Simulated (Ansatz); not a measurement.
# CH4AlClO: one molecule under many settings

Aim: run CH4AlClO under a spread of inputs, and see what each costs and gives.

Computed with Ansatz 0.2.0, Gaussian basis. Level: the settings change from run to run.

## 1. The molecule

The structure was relaxed beforehand with PBE0-D4 in a triple-zeta def2 set.

SMILES `O[CH2][AlH][Cl]`, 8 atoms, charge 0, spin multiplicity 1.

Atoms are counted from 1 here; the program's logs count them from 0.

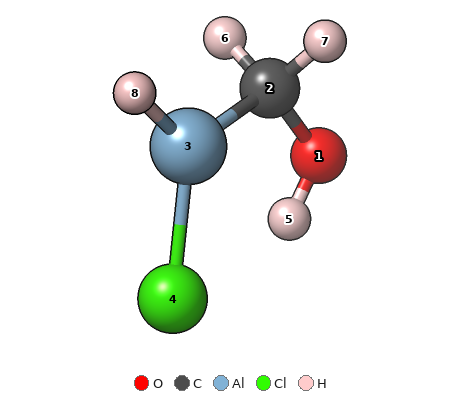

The structure; oxygen red, carbon dark grey, aluminium light blue, chlorine green, hydrogen pink; atoms are numbered from 1 in the order of the file.

## 2. B2PLYP/cc-pVDZ

Set apart from the defaults: charge -1, multiplicity 2.

The input, in.yaml:

```yaml
crystal:
  periodic: [false, false, false]
  atoms:
    - {symbol: O, position_ang: [-0.021106, 1.628492, -0.438203]}
    - {symbol: C, position_ang: [0.383518, 0.618204, 0.473828]}
    - {symbol: Al, position_ang: [-0.069665, -1.218361, -0.046347]}
    - {symbol: Cl, position_ang: [-1.337056, -1.304324, -1.729404]}
    - {symbol: H, position_ang: [-0.675113, 1.268998, -1.043269]}
    - {symbol: H, position_ang: [-0.031103, 0.821972, 1.475150]}
    - {symbol: H, position_ang: [1.472278, 0.691667, 0.604121]}
    - {symbol: H, position_ang: [0.370546, -2.563649, 0.648324]}
basis:
  gaussian: {orbitals: cc-pVDZ}
total_charge: -1
magnetization: {spin_polarized: true, initial_magnetization: 1}
hamiltonian: {xc: {name: B2PLYP}}
```

On the command line:

```sh
$ ansatz run in.yaml --threads 2 --pin off --events-out ev --progress --plain --max-ram 4352MiB
```

What it wrote:

```text
Functional definition: B2PLYP
  name "B2PLYP"
  cite "Grimme, J. Chem. Phys. 124, 034108 (2006) doi:10.1063/1.2148954"
  cite "Becke, Phys. Rev. A 38, 3098 (1988) doi:10.1103/PhysRevA.38.3098"
  cite "Lee, Yang & Parr, Phys. Rev. B 37, 785 (1988) doi:10.1103/PhysRevB.37.785"
  parameter a = 0.53
  parameter c = 0.27
  exchange = (1 - a)*b88_x + a*exact_x
  correlation = (1 - c)*lyp_c + c*(mp2_os + mp2_ss)
809 factors; integrals over basis functions are off by at most 1.0e-3 eV
mean field evaluation 1: about -22253.6019 eV, gradient 1.2e1 eV
mean field evaluation 2: about -22253.6556 eV, gradient 1.2e1 eV
mean field evaluation 4: about -22254.4864 eV, gradient 1.8e0 eV
mean field evaluation 8: about -22254.5031 eV, gradient 8.7e-2 eV
mean field evaluation 16: about -22254.5032 eV, gradient 2.9e-4 eV
mean field -22254.50320049 eV, -817.8379079739 hartree, gradient 4.4e-6 eV, S^2 0.757137; 0 other end points of the search recorded, 0 dependent functions left out
12 core orbitals not correlated: weight in the atoms' cores, before any rotation towards them, 1.000 or more for the frozen orbitals, at most 0.000 for the correlated occupied ones
reference -22254.50335664 eV, -817.8379137125 hartree; 13, 12 occupied and 59, 60 virtual orbitals, 809 factors
second order -17.70190936 eV of doubles, -0.00000000 eV of singles
Total energy: -22259.28287217 eV, -818.0135576685 hartree
```

It took 2.9 s on 2 threads of Intel Xeon at 2.60GHz, shared host.

⟨S²⟩ 0.757.

## 3. PBEsol/aug-pcseg-2

Set apart from the defaults: atoms shaken by 0.03 Å, D3(BJ) with three-body dispersion, high accuracy, the search for lower states set to full.

The input, in.yaml:

```yaml
crystal:
  periodic: [false, false, false]
  atoms:
    - {symbol: O, position_ang: [-0.009971, 1.653030, -0.391883]}
    - {symbol: C, position_ang: [0.365173, 0.616783, 0.464727]}
    - {symbol: Al, position_ang: [-0.065768, -1.211731, -0.043470]}
    - {symbol: Cl, position_ang: [-1.317450, -1.282297, -1.729575]}
    - {symbol: H, position_ang: [-0.689452, 1.309868, -1.022733]}
    - {symbol: H, position_ang: [-0.056162, 0.859704, 1.493494]}
    - {symbol: H, position_ang: [1.486341, 0.695967, 0.608307]}
    - {symbol: H, position_ang: [0.399633, -2.520169, 0.612459]}
basis:
  gaussian: {orbitals: aug-pcseg-2}
hamiltonian: {xc: {name: PBEsol}, dispersion: d3bjatm}
accuracy: high
scf: {lower_state_search: full}
output: {forces: true}
```

Same command.

What it wrote (excerpt; [...] marks lines left out):

```text
Functional definition: PBEsol
  name "PBEsol"
  cite "Perdew et al., Phys. Rev. Lett. 100, 136406 (2008) doi:10.1103/PhysRevLett.100.136406"
  cite "Perdew, Burke & Ernzerhof, Phys. Rev. Lett. 77, 3865 (1996) doi:10.1103/PhysRevLett.77.3865"
  parent pbesol
[...]
4407 factors; integrals over basis functions are off by at most 3.9e-9 eV
[...]
mean field -22216.42194343 eV, -816.4384475892 hartree, gradient 6.6e-8 eV, S^2 0.000000; 0 other end points of the search recorded, 0 dependent functions left out
[...]
reference -22216.42195028 eV, -816.4384478410 hartree; 24, 24 occupied and 260, 260 virtual orbitals, 4407 factors
Total energy: -22216.48482261 eV, -816.4407583568 hartree
Atom 0 at    -0.009971     1.653030    -0.391883 Å, force    -0.880699     0.241705    -1.299826 eV/Å
Atom 1 at     0.365173     0.616783     0.464727 Å, force     0.686264     0.208129     1.348619 eV/Å
Atom 2 at    -0.065768    -1.211731    -0.043470 Å, force    -0.140124     0.488993    -0.228372 eV/Å
Atom 3 at    -1.317450    -1.282297    -1.729575 Å, force    -0.128733     0.010142    -0.159388 eV/Å
Atom 4 at    -0.689452     1.309868    -1.022733 Å, force     0.479832     0.312246     0.356694 eV/Å
Atom 5 at    -0.056162     0.859704     1.493494 Å, force     0.330314    -0.432969    -0.380744 eV/Å
Atom 6 at     1.486341     0.695967     0.608307 Å, force    -0.551470    -0.175556     0.031527 eV/Å
Atom 7 at     0.399633    -2.520169     0.612459 Å, force     0.204616    -0.652690     0.331490 eV/Å
Dipole moment:     0.073873    -0.227381     0.227309 e Å
```

It took 31 s on 2 threads of Intel Xeon at 2.60GHz, shared host; peak memory 2.3 GiB.

Largest force 1.589 eV/Å, dipole 1.58 D.

## 4. HSE06/def2-mTZVP

Options: atoms shaken by 0.08 Å, relativity set to scalar, the search for lower states set to off.

The input, in.yaml:

```yaml
crystal:
  periodic: [false, false, false]
  atoms:
    - {symbol: O, position_ang: [-0.128148, 1.642155, -0.457833]}
    - {symbol: C, position_ang: [0.298002, 0.613467, 0.479817]}
    - {symbol: Al, position_ang: [-0.013688, -1.314330, 0.029271]}
    - {symbol: Cl, position_ang: [-1.159172, -1.224594, -1.885504]}
    - {symbol: H, position_ang: [-0.581388, 1.247551, -0.966156]}
    - {symbol: H, position_ang: [-0.131106, 0.974793, 1.428400]}
    - {symbol: H, position_ang: [1.487915, 0.690452, 0.518994]}
    - {symbol: H, position_ang: [0.328297, -2.610902, 0.695445]}
basis:
  gaussian: {orbitals: def2-mTZVP}
hamiltonian: {xc: {name: HSE06}, pseudopotentials: {relativity: scalar}}
scf: {lower_state_search: off}
output: {forces: true}
```

Launched as before.

What it wrote (excerpt; [...] marks lines left out):

```text
Functional definition: HSE06
  name "HSE06"
  cite "Heyd, Scuseria & Ernzerhof, J. Chem. Phys. 118, 8207 (2003) doi:10.1063/1.1564060"
  cite "Krukau, Vydrov, Izmaylov & Scuseria, J. Chem. Phys. 125, 224106 (2006) doi:10.1063/1.2404663"
  cite "Heyd & Scuseria, J. Chem. Phys. 120, 7274 (2004) doi:10.1063/1.1668634"
  cite "Ernzerhof & Perdew, J. Chem. Phys. 109, 3313 (1998) doi:10.1063/1.476928"
  cite "Perdew, Burke & Ernzerhof, Phys. Rev. Lett. 77, 3865 (1996) doi:10.1103/PhysRevLett.77.3865"
  parent pbe
[...]
  # The whole range is PBE's own exchange, as in plane waves. The composition of these papers is wPBEh.
[...]
910 factors; integrals over basis functions are off by at most 1.1e-3 eV
109 factors; integrals over basis functions are off by at most 3.7e-7 eV
[...]
Total energy: -22304.92163833 eV, -819.6907513899 hartree
Relativity: scalar
Atom 0 at    -0.128148     1.642155    -0.457833 Å, force    10.196773     7.051253    11.568511 eV/Å
Atom 1 at     0.298002     0.613467     0.479817 Å, force     1.949631     1.151827    -0.105845 eV/Å
Atom 2 at    -0.013688    -1.314330     0.029271 Å, force    -1.326275     2.081371    -1.829212 eV/Å
Atom 3 at    -1.159172    -1.224594    -1.885504 Å, force     0.671231    -0.320164     1.065296 eV/Å
Atom 4 at    -0.581388     1.247551    -0.966156 Å, force   -10.273477    -8.232398   -11.845357 eV/Å
Atom 5 at    -0.131106     0.974793     1.428400 Å, force     0.605801    -0.610108     0.224978 eV/Å
Atom 6 at     1.487915     0.690452     0.518994 Å, force    -2.171470    -0.044673     0.373085 eV/Å
Atom 7 at     0.328297    -2.610902     0.695445 Å, force     0.347787    -1.077108     0.548544 eV/Å
Dipole moment:     0.253366    -0.413688     0.513880 e Å
Checks for a lower state left out: stability, starts, cluster_reference, orbital_swaps, neighbouring_geometries, increment
```

Run time: 1.7 s. Hardware: 2 threads of Intel Xeon at 2.60GHz, shared host.

Largest force 17.710 eV/Å, dipole 3.39 D.

## 5. RPBE/def2-SVPD

Set apart from the defaults: high accuracy.

The input, in.yaml:

```yaml
crystal:
  periodic: [false, false, false]
  atoms:
    - {symbol: O, position_ang: [-0.021106, 1.628492, -0.438203]}
    - {symbol: C, position_ang: [0.383518, 0.618204, 0.473828]}
    - {symbol: Al, position_ang: [-0.069665, -1.218361, -0.046347]}
    - {symbol: Cl, position_ang: [-1.337056, -1.304324, -1.729404]}
    - {symbol: H, position_ang: [-0.675113, 1.268998, -1.043269]}
    - {symbol: H, position_ang: [-0.031103, 0.821972, 1.475150]}
    - {symbol: H, position_ang: [1.472278, 0.691667, 0.604121]}
    - {symbol: H, position_ang: [0.370546, -2.563649, 0.648324]}
basis:
  gaussian: {orbitals: def2-SVPD}
hamiltonian: {xc: {name: RPBE}}
accuracy: high
output: {forces: true}
```

Launched as before.

What it wrote (excerpt; [...] marks lines left out):

```text
Functional definition: RPBE
  name "RPBE"
  cite "Hammer, Hansen & Nørskov, Phys. Rev. B 59, 7413 (1999) doi:10.1103/PhysRevB.59.7413"
  cite "Perdew, Burke & Ernzerhof, Phys. Rev. Lett. 77, 3865 (1996) doi:10.1103/PhysRevLett.77.3865"
[...]
2473 factors; integrals over basis functions are off by at most 4.0e-9 eV
[...]
mean field -22260.29774675 eV, -818.0508536213 hartree, gradient 2.0e-8 eV, S^2 0.000000; 0 other end points of the search recorded, 0 dependent functions left out
[...]
reference -22260.29775105 eV, -818.0508537793 hartree; 24, 24 occupied and 102, 102 virtual orbitals, 2473 factors
Total energy: -22260.29775105 eV, -818.0508537793 hartree
Atom 0 at    -0.021106     1.628492    -0.438203 Å, force     0.183483     0.707610    -0.038084 eV/Å
Atom 1 at     0.383518     0.618204     0.473828 Å, force    -0.042288    -0.203100    -0.073039 eV/Å
Atom 2 at    -0.069665    -1.218361    -0.046347 Å, force     0.296559    -0.236173     0.413940 eV/Å
Atom 3 at    -1.337056    -1.304324    -1.729404 Å, force    -0.457824    -0.066016    -0.604766 eV/Å
Atom 4 at    -0.675113     1.268998    -1.043269 Å, force    -0.405774    -0.148998    -0.421611 eV/Å
Atom 5 at    -0.031103     0.821972     1.475150 Å, force    -0.177533     0.098610     0.530598 eV/Å
Atom 6 at     1.472278     0.691667     0.604121 Å, force     0.550984     0.037483     0.103161 eV/Å
Atom 7 at     0.370546    -2.563649     0.648324 Å, force     0.052395    -0.189415     0.089802 eV/Å
Dipole moment:     0.099082    -0.232475     0.250768 e Å
```

Wall time 6.5 s (2 threads of Intel Xeon at 2.60GHz, shared host).

Largest force 0.761 eV/Å, dipole 1.71 D.

## 6. r2SCANh/def2-TZVPD

Set apart from the defaults: multiplicity 3, density fitting with def2-universal-jkfit, D3(BJ) dispersion.

in.yaml: that of step 5 with these lines changed.

```diff
@@ -12,5 +12,4 @@
 basis:
-  gaussian: {orbitals: def2-SVPD}
-hamiltonian: {xc: {name: RPBE}}
-accuracy: high
-output: {forces: true}
+  gaussian: {orbitals: def2-TZVPD, fitting: {mean_field: def2-universal-jkfit}}
+magnetization: {spin_polarized: true, initial_magnetization: 2}
+hamiltonian: {xc: {name: r2SCANh}, dispersion: d3bj}
```

Launched as before.

What it wrote (excerpt; [...] marks lines left out):

```text
Warning: the engine holds no damping parameters fitted to this dispersion correction and functional, so the run takes those fitted to r2scanh beside the three-body term, which d3bj leaves out (hamiltonian.dispersion, under Limitations)
Functional definition: r2SCANh
  name "r2SCANh"
  cite "Bursch, Neugebauer, Ehlert & Grimme, J. Chem. Phys. 156, 134105 (2022) doi:10.1063/5.0086040"
  cite "Furness, Kaplan, Ning, Perdew & Sun, J. Phys. Chem. Lett. 11, 8208 (2020) doi:10.1021/acs.jpclett.0c02405"
  cite "Furness, Kaplan, Ning, Perdew & Sun, J. Phys. Chem. Lett. 11, 9248 (2020) doi:10.1021/acs.jpclett.0c03077"
  parent r2scan
[...]
480 factors; integrals over basis functions are off by at most 8.8e-1 eV
[...]
mean field -22263.94865993 eV, -818.1850222062 hartree, gradient 4.0e-5 eV, S^2 2.007253; 5 other end points of the search recorded, 0 dependent functions left out
reference -22263.94868585 eV, -818.1850231586 hartree; 25, 23 occupied and 177, 179 virtual orbitals, 480 factors
Total energy: -22263.99359689 eV, -818.1866736088 hartree
```

Run time: 16 s. Hardware: 2 threads of Intel Xeon at 2.60GHz, shared host; peak memory 0.6 GiB.

⟨S²⟩ 2.007.

## 7. LC-wPBE/6-31G

Options: atoms shaken by 0.15 Å, finite nuclei, high accuracy.

The input, in.yaml:

```yaml
crystal:
  periodic: [false, false, false]
  atoms:
    - {symbol: O, position_ang: [-0.229152, 1.563598, -0.331670]}
    - {symbol: C, position_ang: [0.582863, 0.819857, 0.311231]}
    - {symbol: Al, position_ang: [-0.111032, -1.439510, -0.041701]}
    - {symbol: Cl, position_ang: [-1.170604, -1.285258, -1.567906]}
    - {symbol: H, position_ang: [-0.906463, 1.509730, -0.690281]}
    - {symbol: H, position_ang: [-0.150128, 0.875702, 1.597537]}
    - {symbol: H, position_ang: [1.555644, 0.947267, 0.631434]}
    - {symbol: H, position_ang: [0.263835, -2.608180, 0.816434]}
basis:
  gaussian: {orbitals: 6-31G, nuclear_model: gaussian}
hamiltonian: {xc: {name: LC-wPBE}}
accuracy: high
```

Same command.

What it wrote (excerpt; [...] marks lines left out):

```text
Functional definition: LC-wPBE
  name "LC-wPBE"
  cite "Vydrov & Scuseria, J. Chem. Phys. 125, 234109 (2006) doi:10.1063/1.2409292"
  cite "Heyd & Scuseria, J. Chem. Phys. 120, 7274 (2004) doi:10.1063/1.1668634"
  cite "Ernzerhof & Perdew, J. Chem. Phys. 109, 3313 (1998) doi:10.1063/1.476928"
  cite "Perdew, Burke & Ernzerhof, Phys. Rev. Lett. 77, 3865 (1996) doi:10.1103/PhysRevLett.77.3865"
  parent pbe
[...]
1255 factors; integrals over basis functions are off by at most 3.8e-9 eV
465 factors; integrals over basis functions are off by at most 2.3e-9 eV
[...]
mean field -22252.91147654 eV, -817.7794131977 hartree, gradient 3.8e-8 eV, S^2 0.000000; 0 other end points of the search recorded, 0 dependent functions left out
reference -22252.91147654 eV, -817.7794131977 hartree; 24, 24 occupied and 28, 28 virtual orbitals, 1255 factors
Total energy: -22252.91147654 eV, -817.7794131977 hartree
```

It took 2.5 s on 2 threads of Intel Xeon at 2.60GHz, shared host.

## 8. r2SCAN50/aug-cc-pVTZ

Options: D3(BJ) with three-body dispersion.

The input, in.yaml:

```yaml
crystal:
  periodic: [false, false, false]
  atoms:
    - {symbol: O, position_ang: [-0.021106, 1.628492, -0.438203]}
    - {symbol: C, position_ang: [0.383518, 0.618204, 0.473828]}
    - {symbol: Al, position_ang: [-0.069665, -1.218361, -0.046347]}
    - {symbol: Cl, position_ang: [-1.337056, -1.304324, -1.729404]}
    - {symbol: H, position_ang: [-0.675113, 1.268998, -1.043269]}
    - {symbol: H, position_ang: [-0.031103, 0.821972, 1.475150]}
    - {symbol: H, position_ang: [1.472278, 0.691667, 0.604121]}
    - {symbol: H, position_ang: [0.370546, -2.563649, 0.648324]}
basis:
  gaussian: {orbitals: aug-cc-pVTZ}
hamiltonian: {xc: {name: r2SCAN50}, dispersion: d3bjatm}
output: {forces: true}
```

Launched as before.

What it wrote (excerpt; [...] marks lines left out):

```text
Functional definition: r2SCAN50
  name "r2SCAN50"
  cite "Bursch, Neugebauer, Ehlert & Grimme, J. Chem. Phys. 156, 134105 (2022) doi:10.1063/5.0086040"
  cite "Furness, Kaplan, Ning, Perdew & Sun, J. Phys. Chem. Lett. 11, 8208 (2020) doi:10.1021/acs.jpclett.0c02405"
  cite "Furness, Kaplan, Ning, Perdew & Sun, J. Phys. Chem. Lett. 11, 9248 (2020) doi:10.1021/acs.jpclett.0c03077"
  parent r2scan
[...]
1497 factors; their error is unknown
[...]
mean field -22267.88803806 eV, -818.3297916821 hartree, gradient 4.7e-5 eV, S^2 0.000000; 0 other end points of the search recorded, 0 dependent functions left out
[...]
reference -22267.88805012 eV, -818.3297921251 hartree; 24, 24 occupied and 260, 260 virtual orbitals, 1497 factors
Total energy: -22267.94387507 eV, -818.3318436542 hartree
Atom 0 at    -0.021106     1.628492    -0.438203 Å, force    -0.372950    -0.646407    -0.123934 eV/Å
Atom 1 at     0.383518     0.618204     0.473828 Å, force     0.080318     0.185469     0.059191 eV/Å
Atom 2 at    -0.069665    -1.218361    -0.046347 Å, force    -0.002845     0.015634     0.005166 eV/Å
Atom 3 at    -1.337056    -1.304324    -1.729404 Å, force     0.074517     0.009999     0.097727 eV/Å
Atom 4 at    -0.675113     1.268998    -1.043269 Å, force     0.485343     0.303820     0.426461 eV/Å
Atom 5 at    -0.031103     0.821972     1.475150 Å, force     0.127825    -0.026640    -0.344776 eV/Å
Atom 6 at     1.472278     0.691667     0.604121 Å, force    -0.350925     0.007292    -0.051285 eV/Å
Atom 7 at     0.370546    -2.563649     0.648324 Å, force    -0.041283     0.150833    -0.068550 eV/Å
Dipole moment:     0.111022    -0.274237     0.277719 e Å
```

Wall time 11 s (2 threads of Intel Xeon at 2.60GHz, shared host); peak memory 0.98 GiB.

Largest force 0.757 eV/Å, dipole 1.95 D.

## 9. MP2/aug-pcseg-2

Options: unrestricted orbitals, relativity set to none, correlated electrons set to all.

in.yaml: that of step 8 with these lines changed.

```diff
@@ -12,4 +12,5 @@
 basis:
-  gaussian: {orbitals: aug-cc-pVTZ}
-hamiltonian: {xc: {name: r2SCAN50}, dispersion: d3bjatm}
-output: {forces: true}
+  gaussian: {orbitals: aug-pcseg-2}
+magnetization: {spin_polarized: true, initial_magnetization: 0}
+hamiltonian: {xc: {name: HF}, pseudopotentials: {relativity: none}}
+correlation: {method: mp2, electrons: all}
```

The command is unchanged.

What it wrote:

```text
Functional definition: HF
  name "HF"
  cite "Fock, Z. Phys. 61, 126 (1930) doi:10.1007/BF01340294"
  parent pbe
  exchange = exact_x
  correlation = 0
1764 factors; integrals over basis functions are off by at most 1.2e-3 eV
mean field evaluation 1: about -22217.6601 eV, gradient 2.5e1 eV
mean field evaluation 2: about -22217.6623 eV, gradient 2.5e1 eV
mean field evaluation 4: about -22220.5513 eV, gradient 2.4e0 eV
mean field evaluation 8: about -22220.5928 eV, gradient 2.1e-4 eV
mean field -22220.59277511 eV, -816.5917228264 hartree, gradient 1.9e-6 eV, S^2 0.000000; 0 other end points of the search recorded, 0 dependent functions left out
reference -22220.59277511 eV, -816.5917228264 hartree; 24, 24 occupied and 260, 260 virtual orbitals, 1764 factors
second order -22.26977650 eV of doubles, -0.00000000 eV of singles
Total energy: -22242.86255160 eV, -817.4101220177 hartree
```

Run time: 13 s. Hardware: 2 threads of Intel Xeon at 2.60GHz, shared host; peak memory 1.1 GiB.

⟨S²⟩ 0.000.

## 10. revPBE0/def2-TZVP

This run has charge +1, multiplicity 2, high accuracy, the search for lower states set to light.

in.yaml: that of step 9 with these lines changed.

```diff
@@ -12,5 +12,8 @@
 basis:
-  gaussian: {orbitals: aug-pcseg-2}
-magnetization: {spin_polarized: true, initial_magnetization: 0}
-hamiltonian: {xc: {name: HF}, pseudopotentials: {relativity: none}}
-correlation: {method: mp2, electrons: all}
+  gaussian: {orbitals: def2-TZVP}
+total_charge: 1
+magnetization: {spin_polarized: true, initial_magnetization: 1}
+hamiltonian: {xc: {name: revPBE0}}
+accuracy: high
+scf: {lower_state_search: light}
+output: {forces: true}
```

Launched as before.

What it wrote (excerpt; [...] marks lines left out):

```text
Functional definition: revPBE0
  name "revPBE0"
  cite "Zhang & Yang, Phys. Rev. Lett. 80, 890 (1998) doi:10.1103/PhysRevLett.80.890"
  cite "Adamo & Barone, J. Chem. Phys. 110, 6158 (1999) doi:10.1063/1.478522"
  cite "Perdew, Burke & Ernzerhof, Phys. Rev. Lett. 77, 3865 (1996) doi:10.1103/PhysRevLett.77.3865"
[...]
2848 factors; integrals over basis functions are off by at most 6.5e-9 eV
[...]
mean field -22257.27836082 eV, -817.9398932351 hartree, gradient 2.4e-8 eV, S^2 0.757710; 4 other end points of the search recorded, 0 dependent functions left out
[...]
reference -22257.27836445 eV, -817.9398933683 hartree; 24, 23 occupied and 136, 137 virtual orbitals, 2848 factors
Total energy: -22257.27836445 eV, -817.9398933683 hartree
Atom 0 at    -0.021106     1.628492    -0.438203 Å, force     1.656690    -2.196670     0.775403 eV/Å
Atom 1 at     0.383518     0.618204     0.473828 Å, force     0.878490     3.887093    -0.330553 eV/Å
Atom 2 at    -0.069665    -1.218361    -0.046347 Å, force    -1.265876    -1.892045    -1.289166 eV/Å
Atom 3 at    -1.337056    -1.304324    -1.729404 Å, force     0.472824     0.273187     0.634742 eV/Å
Atom 4 at    -0.675113     1.268998    -1.043269 Å, force    -1.205460     0.441408    -0.117888 eV/Å
Atom 5 at    -0.031103     0.821972     1.475150 Å, force    -0.843472    -0.808809     0.132143 eV/Å
Atom 6 at     1.472278     0.691667     0.604121 Å, force     0.022709     0.082110    -0.093769 eV/Å
Atom 7 at     0.370546    -2.563649     0.648324 Å, force     0.284096     0.213726     0.289089 eV/Å
Dipole moment:     0.470044     0.188300     0.800490 e Å
```

Wall time 21 s (2 threads of Intel Xeon at 2.60GHz, shared host); peak memory 0.91 GiB.

Largest force 3.999 eV/Å, ⟨S²⟩ 0.758.

## 11. The runs in one table

```csv
level,charge,multiplicity,geometry,functions,energy (eV),time
B2PLYP/cc-pVDZ,-1,2,relaxed,84,-22259.283,2.9 s
PBEsol/aug-pcseg-2,0,1,shaken,284,-22216.485,31 s
HSE06/def2-mTZVP,0,1,shaken,99,-22304.922,1.7 s
RPBE/def2-SVPD,0,1,relaxed,126,-22260.298,6.5 s
r2SCANh/def2-TZVPD,0,3,relaxed,202,-22263.994,16 s
LC-wPBE/6-31G,0,1,shaken,52,-22252.911,2.5 s
r2SCAN50/aug-cc-pVTZ,0,1,relaxed,284,-22267.944,11 s
MP2/aug-pcseg-2,0,1,relaxed,284,-22242.863,13 s
revPBE0/def2-TZVP,1,2,relaxed,160,-22257.278,21 s
```

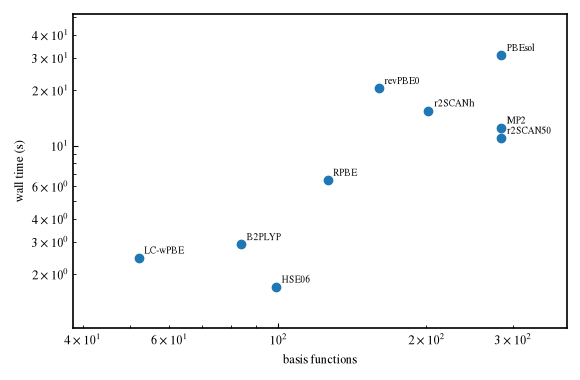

Wall time against the number of basis functions (shared host).

## 12. Summary of results

| quantity | value |
| --- | --- |
| runs | 9 |
| quickest | HSE06/def2-mTZVP, 1.7 s |
| slowest | PBEsol/aug-pcseg-2, 31 s |
| spread of total energies, same state and geometry | 25.1 eV |
| dipole, same state and geometry | 1.71 to 1.95 D |

In words: Run time spans a factor of 18, from HSE06/def2-mTZVP to PBEsol/aug-pcseg-2. The jobs differ in tasks and options as well as level. The totals spread over 25 eV; they can't be compared across methods or bases. At the PBE0-D4/def2-TZVP geometry and in the same state, runs without warnings or point charges leave forces up to 0.76 eV/Å (RPBE/def2-SVPD), against 17.7 eV/Å where the atoms were moved.
